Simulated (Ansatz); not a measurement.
**What a change does: single-point calculation on Si₂NH₉O**

System: Si₂NH₉O.
Method of run A: RHF-CCSD(T), frozen core/def2-TZVPP (Ansatz 0.2.0).

The geometry comes from this level: PBE0-D4/def2-TZVP. Text and figures count atoms from 1; the logs count them from 0 in places.

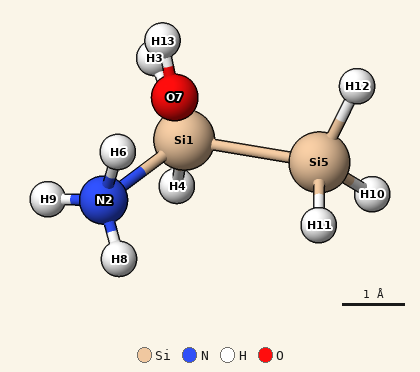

Fig. 1: The input geometry (ball-and-stick view, seen at a tilt; atoms are numbered from 1 in the order of the input).

## Input file, run A
```yaml
crystal:
  periodic: [false, false, false]
  atoms:
    - {symbol: Si, position_ang: [-0.650665, -0.391317, 0.322067]}
    - {symbol: N, position_ang: [0.885494, -0.688718, 1.360419]}
    - {symbol: H, position_ang: [-1.774105, 0.173745, 1.117483]}
    - {symbol: H, position_ang: [-1.086866, -1.847239, 0.274807]}
    - {symbol: Si, position_ang: [-0.301842, 0.159646, -1.917097]}
    - {symbol: H, position_ang: [0.953411, 0.498849, 1.311390]}
    - {symbol: O, position_ang: [0.354593, 1.424469, 0.615936]}
    - {symbol: H, position_ang: [1.626806, -1.190960, 0.886971]}
    - {symbol: H, position_ang: [0.708103, -1.131559, 2.253316]}
    - {symbol: H, position_ang: [-0.902742, -0.821085, -2.866928]}
    - {symbol: H, position_ang: [1.169731, 0.170246, -2.159159]}
    - {symbol: H, position_ang: [-0.841767, 1.509031, -2.226932]}
    - {symbol: H, position_ang: [-0.140351, 2.134893, 1.027627]}
basis:
  gaussian: {orbitals: def2-TZVPP}
correlation: {method: ccsd_t}
```

Command:
```bash
ansatz run in.yaml --threads 8 --pin off --events-out ev --progress --plain --max-ram 19148MiB
```

Hardware: 8 threads of Intel Xeon, 31 GiB of memory available, shared host.

## Output (run A)
```
Functional definition: HF
  exchange = exact_x
  correlation = 0
1562 factors; integrals over basis functions are off by at most 9.4e-4 eV
mean field evaluation 1: about -19382.3601 eV, gradient 4.4e1 eV
mean field evaluation 2: about -19382.6146 eV, gradient 4.5e1 eV
mean field evaluation 4: about -19386.9314 eV, gradient 4.5e0 eV
mean field evaluation 8: about -19387.0137 eV, gradient 3.3e-1 eV
mean field evaluation 16: about -19387.0145 eV, gradient 1.9e-6 eV
mean field -19387.01449602 eV, -712.4596417383 hartree, gradient 1.9e-6 eV, S^2 0.000000; 0 other end points of the search recorded, 0 dependent functions left out
12 core orbitals not correlated: weight in the atoms' cores, before any rotation towards them, 1.000 or more for the frozen orbitals, at most 0.000 for the correlated occupied ones
reference -19387.01449602 eV, -712.4596417383 hartree; 14, 14 occupied and 246, 246 virtual orbitals, 1562 factors
second order -20.79663360 eV of doubles, -0.00000000 eV of singles
cycle   1  -21.46970259 eV  change   -6.7e-1 eV  update   1.0e-1
cycle   2  -22.04601385 eV  change   -5.8e-1 eV  update   3.2e-2
cycle   3  -22.17145215 eV  change   -1.3e-1 eV  update   1.6e-2
cycle   4  -22.16032347 eV  change    1.1e-2 eV  update   3.9e-3
cycle   5  -22.15896043 eV  change    1.4e-3 eV  update   1.8e-3
cycle   6  -22.15939606 eV  change   -4.4e-4 eV  update   5.2e-4
cycle   7  -22.15909540 eV  change    3.0e-4 eV  update   2.3e-4
cycle   8  -22.15902879 eV  change    6.7e-5 eV  update   7.2e-5
cycle   9  -22.15905813 eV  change   -2.9e-5 eV  update   3.1e-5
perturbative correction -0.81438581 eV, -0.0299281264 hartree
Total energy: -19409.98793995 eV, -713.3039002309 hartree
```

The input of run B differs as follows (lines with − go, lines with + come):
```diff
-    - {symbol: Si, position_ang: [-0.650665, -0.391317, 0.322067]}
-    - {symbol: N, position_ang: [0.885494, -0.688718, 1.360419]}
-    - {symbol: H, position_ang: [-1.774105, 0.173745, 1.117483]}
-    - {symbol: H, position_ang: [-1.086866, -1.847239, 0.274807]}
-    - {symbol: Si, position_ang: [-0.301842, 0.159646, -1.917097]}
-    - {symbol: H, position_ang: [0.953411, 0.498849, 1.311390]}
-    - {symbol: O, position_ang: [0.354593, 1.424469, 0.615936]}
-    - {symbol: H, position_ang: [1.626806, -1.190960, 0.886971]}
-    - {symbol: H, position_ang: [0.708103, -1.131559, 2.253316]}
-    - {symbol: H, position_ang: [-0.902742, -0.821085, -2.866928]}
-    - {symbol: H, position_ang: [1.169731, 0.170246, -2.159159]}
-    - {symbol: H, position_ang: [-0.841767, 1.509031, -2.226932]}
-    - {symbol: H, position_ang: [-0.140351, 2.134893, 1.027627]}
+    - {symbol: Si, position_ang: [-0.746164, -1.019070, 0.257283]}
+    - {symbol: N, position_ang: [0.568504, -0.755076, 1.382012]}
+    - {symbol: H, position_ang: [-1.968858, -0.518610, 0.943074]}
+    - {symbol: H, position_ang: [-0.979475, -2.463979, -0.046129]}
+    - {symbol: Si, position_ang: [-0.347939, 0.138153, -1.745190]}
+    - {symbol: H, position_ang: [0.887162, 1.141814, 1.047166]}
+    - {symbol: O, position_ang: [1.051989, 1.936411, 0.508308]}
+    - {symbol: H, position_ang: [1.485348, -1.054358, 1.077637]}
+    - {symbol: H, position_ang: [0.419777, -1.070345, 2.330703]}
+    - {symbol: H, position_ang: [-1.040827, -0.619687, -2.828227]}
+    - {symbol: H, position_ang: [1.104527, 0.157723, -2.056206]}
+    - {symbol: H, position_ang: [-0.900359, 1.513983, -1.723562]}
+    - {symbol: H, position_ang: [0.466114, 2.613041, 0.853031]}
```

How does run B compare with run A?

With the same method and basis, run B lies 25.9 kcal/mol lower.

## Output (run B)
```
Functional definition: HF
  exchange = exact_x
  correlation = 0
1560 factors; integrals over basis functions are off by at most 1.1e-3 eV
mean field evaluation 1: about -19383.8834 eV, gradient 4.5e1 eV
mean field evaluation 2: about -19384.0847 eV, gradient 4.6e1 eV
mean field evaluation 4: about -19388.5699 eV, gradient 3.7e0 eV
mean field evaluation 8: about -19388.6375 eV, gradient 2.7e-1 eV
mean field evaluation 16: about -19383.8827 eV, gradient 4.5e1 eV
mean field -19388.63778366 eV, -712.5192964586 hartree, gradient 6.0e-6 eV, S^2 0.000000; 0 other end points of the search recorded, 0 dependent functions left out
12 core orbitals not correlated: weight in the atoms' cores, before any rotation towards them, 1.000 or more for the frozen orbitals, at most 0.000 for the correlated occupied ones
reference -19388.63778366 eV, -712.5192964586 hartree; 14, 14 occupied and 246, 246 virtual orbitals, 1560 factors
second order -20.22959404 eV of doubles, -0.00000000 eV of singles
cycle   1  -21.10303617 eV  change   -8.7e-1 eV  update   9.6e-2
cycle   2  -21.67221966 eV  change   -5.7e-1 eV  update   2.9e-2
cycle   3  -21.75380831 eV  change   -8.2e-2 eV  update   1.2e-2
cycle   4  -21.74436038 eV  change    9.4e-3 eV  update   3.2e-3
cycle   5  -21.74387608 eV  change    4.8e-4 eV  update   1.3e-3
cycle   6  -21.74392741 eV  change   -5.1e-5 eV  update   3.7e-4
cycle   7  -21.74366855 eV  change    2.6e-4 eV  update   1.3e-4
cycle   8  -21.74363554 eV  change    3.3e-5 eV  update   4.1e-5
cycle   9  -21.74364370 eV  change   -8.2e-6 eV  update   1.7e-5
perturbative correction -0.73066054 eV, -0.0268512794 hartree
Total energy: -19411.11208789 eV, -713.3452119057 hartree
```

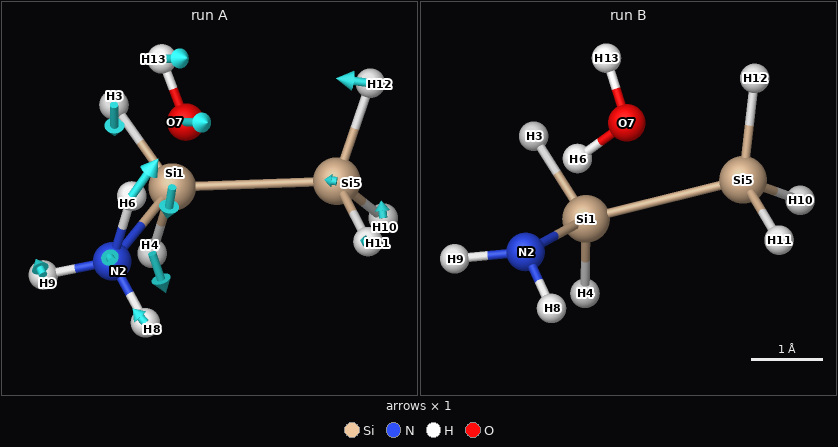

Fig. 2: The two input geometries at one scale (ball-and-stick view, seen at a tilt). The teal arrows on the first give the shifts of the atoms after the best rigid fit, at true length. The atom that moves furthest after the best rigid fit is O7 (0.89 Å). By element the largest moves are O 0.89 Å, H 0.82 Å, Si 0.63 Å, N 0.33 Å. Among the contacts that change: N2–H6 1.191 → 1.952 Å, H6–O7 1.303 → 0.974 Å, Si1–N2 1.878 → 1.750 Å, Si1–H4 1.521 → 1.495 Å.

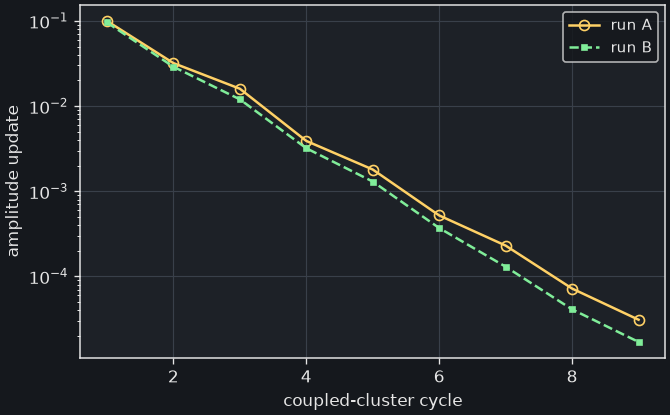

Fig. 3: Convergence of the two runs: amplitude update against the coupled-cluster cycle. Run A takes 9 cycles in all, and run B takes 9.

## The two runs side by side

```csv
quantity,run A,run B
outcome,converged,converged
total energy (hartree),−713.303900,−713.345212
wall time (shared host),24 s,22 s
```
